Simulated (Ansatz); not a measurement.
# FH5NSi radical (built from SMILES F[SiH3].[NH2]): molecular dynamics

The task is to watch the atoms for 80 steps of 0.75 fs, started with velocities for 300 K and run at constant energy, and see to which side of the barrier the system falls.

Program: Ansatz 0.2.0, Gaussian basis. Level of theory: r2SCAN-D4/def2-SVP, unrestricted. These are calculated values, not measurements.

### Step 1. Starting geometry

The start, a first-order saddle point found at PBE0-D4 in triple zeta: 8 atoms, charge 0, spin multiplicity 2.

Atoms are counted from 1 here; the program's logs count them from 0.

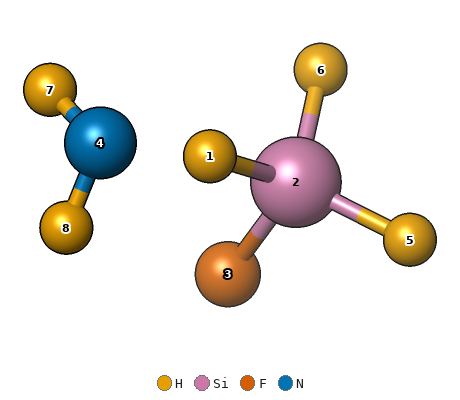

As it starts; hydrogen amber, silicon pink, fluorine orange, nitrogen blue; atoms are numbered from 1 in the order of the file.

Geometry (Å):

```
H     0.44146   -0.04449    0.32910
Si   -0.80495    0.87300    0.01911
F    -1.31173    0.52669   -1.46213
N     1.49912   -1.16254    0.33058
H    -0.43177    2.30919    0.05560
H    -1.91526    0.58898    0.96315
H     0.84363   -1.94302    0.44379
H     1.67949   -1.14791   -0.67920
```

### Step 2. Dynamics

File md/in.yaml:

```yaml
crystal:
  periodic: [false, false, false]
  atoms:
    - {symbol: H, position_ang: [0.441460, -0.044491, 0.329101]}
    - {symbol: Si, position_ang: [-0.804947, 0.873004, 0.019112]}
    - {symbol: F, position_ang: [-1.311725, 0.526693, -1.462133]}
    - {symbol: N, position_ang: [1.499123, -1.162542, 0.330578]}
    - {symbol: H, position_ang: [-0.431772, 2.309190, 0.055596]}
    - {symbol: H, position_ang: [-1.915257, 0.588977, 0.963146]}
    - {symbol: H, position_ang: [0.843630, -1.943020, 0.443795]}
    - {symbol: H, position_ang: [1.679489, -1.147911, -0.679197]}
basis:
  gaussian: {orbitals: def2-SVP}
magnetization: {spin_polarized: true, initial_magnetization: 1}
hamiltonian: {xc: r2scan, dispersion: d4}
md: {n_steps: 80, timestep: 0.75, temperature: 300, ensemble: nve, seed: 400, initial_velocities: maxwell_boltzmann}
```

Command:

```bash
ansatz run in.yaml --threads 4 --pin off --events-out ev --progress --plain --max-ram 9574MiB
```

The program printed, shortened:

```text
Functional definition: r2SCAN
  name "r2SCAN"
  cite "Furness, Kaplan, Ning, Perdew & Sun, J. Phys. Chem. Lett. 11, 8208 (2020) doi:10.1021/acs.jpclett.0c02405"
  cite "Furness, Kaplan, Ning, Perdew & Sun, J. Phys. Chem. Lett. 11, 9248 (2020) doi:10.1021/acs.jpclett.0c03077"
  parent r2scan
[...]
806 factors; their error is unknown
[...]
mean field -12156.14072868 eV, -446.7299320508 hartree, gradient 4.8e-5 eV, S^2 0.757092; 0 other end points of the search recorded, 0 dependent functions left out
[...]
reference -12156.14073877 eV, -446.7299324215 hartree; 18, 17 occupied and 53, 54 virtual orbitals, 806 factors
md step     0: t =     0.00 fs  T =   300.0 K  F+E_penalty+E_count = -12156.16409910 eV  E_kin = 0.232668 eV  conserved = -12155.93143110 eV  (31 SCF iters)
[...]
md step    20: t =    15.00 fs  T =   142.2 K  F+E_penalty+E_count = -12156.04133968 eV  E_kin = 0.110265 eV  conserved = -12155.93107466 eV  (35 SCF iters)
[...]
md step    40: t =    30.00 fs  T =   284.6 K  F+E_penalty+E_count = -12156.15085806 eV  E_kin = 0.220734 eV  conserved = -12155.93012370 eV  (34 SCF iters)
[...]
md step    60: t =    45.00 fs  T =   955.7 K  F+E_penalty+E_count = -12156.69819711 eV  E_kin = 0.741195 eV  conserved = -12155.95700216 eV  (34 SCF iters, 3 dispersion substeps)
[...]
md step    79: t =    59.25 fs  T =   858.3 K  F+E_penalty+E_count = -12156.60252129 eV  E_kin = 0.665641 eV  conserved = -12155.93688041 eV  (34 SCF iters, 3 dispersion substeps)
[...]
md step    80: t =    60.00 fs  T =   694.4 K  F+E_penalty+E_count = -12156.47080865 eV  E_kin = 0.538558 eV  conserved = -12155.93225100 eV  (31 SCF iters, 3 dispersion substeps)
Total energy: -12156.47081877 eV, -446.7420626378 hartree
Atom 0 at     1.903771    -0.134839     0.492115 Å, force    -1.879866    -3.740476    -0.453584 eV/Å
Atom 1 at    -0.839552     0.892568     0.044622 Å, force    -0.787260     0.233439    -0.653755 eV/Å
Atom 2 at    -1.321606     0.525137    -1.507659 Å, force     0.409504     0.208444     0.740002 eV/Å
Atom 3 at     1.532681    -1.221916     0.319917 Å, force     1.090961     2.584051    -0.254590 eV/Å
Atom 4 at    -0.639543     2.389018     0.157304 Å, force     0.086293    -0.180458    -0.143730 eV/Å
Atom 5 at    -2.036588     0.574736     0.907685 Å, force     0.177672    -0.107896     0.012430 eV/Å
Atom 6 at     0.537749    -1.397518     0.555247 Å, force     0.658193     0.756192     0.402051 eV/Å
Atom 7 at     1.536242    -1.359378    -0.704467 Å, force     0.244503     0.246704     0.351176 eV/Å
Dipole moment:     0.133447     0.087521     0.124435 e Å
```

Run time: 55 s. Hardware: 4 threads of Intel Xeon 6975P-C, shared host.

### Step 3. The trajectory

One row in 5 steps:

```
time (fs)  T (K)  potential (meV)  potential + kinetic (meV)  H1–N4 (Å)  H1–Si2 (Å)
     0.00    300              0.0                        0.0      1.539       1.578
     3.75    228             57.4                        1.2      1.535       1.603
     7.50    132            131.4                        1.0      1.535       1.620
    11.25     68            180.8                        1.1      1.540       1.604
    15.00    142            122.8                        0.4      1.552       1.568
    18.75    151            117.1                        1.4      1.555       1.553
    22.50    219             63.4                        0.8      1.524       1.583
    26.25    209             71.9                        0.9      1.462       1.652
    30.00    285             13.2                        1.3      1.355       1.770
    33.75    826           -413.2                       -4.9      1.102       2.034
    37.50    843           -435.1                      -14.3      0.951       2.277
    41.25    364            -45.5                        4.2      1.209       2.265
    45.00    956           -534.1                      -25.6      0.983       2.463
    48.75    812           -411.7                      -14.7      1.042       2.574
    52.50    417            -86.7                        4.2      1.157       2.672
    56.25    456           -104.4                       16.7      0.891       2.860
    60.00    694           -306.7                       -0.8      1.162       2.963
```

Energies count from the start.

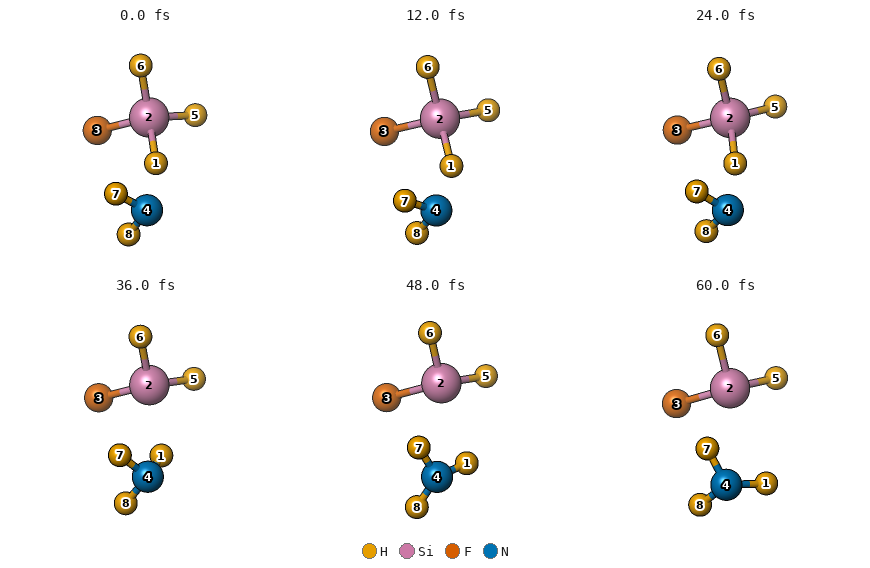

Six frames.

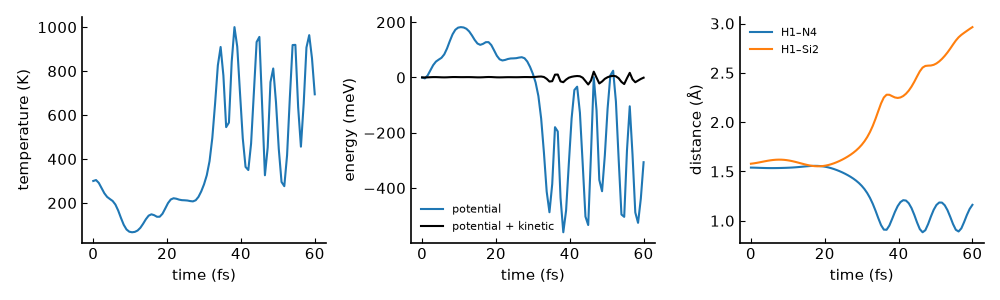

Temperature, energies and the distances followed.

Positions (Å) and forces (eV/Å) at 24.00 fs:

```xyz
8

H     0.440   -0.105    0.341    0.509    0.242   -0.059
Si   -0.787    0.879    0.018   -0.691   -0.074    0.695
F    -1.327    0.530   -1.477    0.020   -0.010   -0.165
N     1.504   -1.167    0.343   -0.845   -0.253   -0.454
H    -0.629    2.387    0.109    0.146   -0.512   -0.007
H    -1.839    0.400    1.020    0.273    0.310   -0.383
H     0.805   -1.940    0.487    0.527    0.415   -0.121
H     1.571   -1.155   -0.702    0.062   -0.118    0.494
```

Positions (Å) and forces (eV/Å) at 60.00 fs:

```xyz
8

H     1.904   -0.135    0.492   -1.880   -3.740   -0.454
Si   -0.840    0.893    0.045   -0.787    0.233   -0.654
F    -1.322    0.525   -1.508    0.410    0.208    0.740
N     1.533   -1.222    0.320    1.091    2.584   -0.255
H    -0.640    2.389    0.157    0.086   -0.180   -0.144
H    -2.037    0.575    0.908    0.178   -0.108    0.012
H     0.538   -1.398    0.555    0.658    0.756    0.402
H     1.536   -1.359   -0.704    0.245    0.247    0.351
```

### Step 4. What came out

```
                                                 quantity              value
                                                   length  80 steps, 60.0 fs
                                 temperature at the start              300 K
                            mean temperature, second half              640 K
lowest and highest potential energy, from the first frame   -560 and 182 meV
                    largest change of potential + kinetic           25.6 meV
                                   bonds lost by distance             H1–Si2
```

**Reading.** By the last frame it has moved towards the side where H1–N4 form. The system runs downhill by 0.56 eV, and that energy turns into motion. With no thermostat the total energy should stay fixed; it holds within 25.6 meV, or 8 % of the mean kinetic energy of 320 meV, more than a sound time step leaves. The temperature runs between 67 and 1000 K.
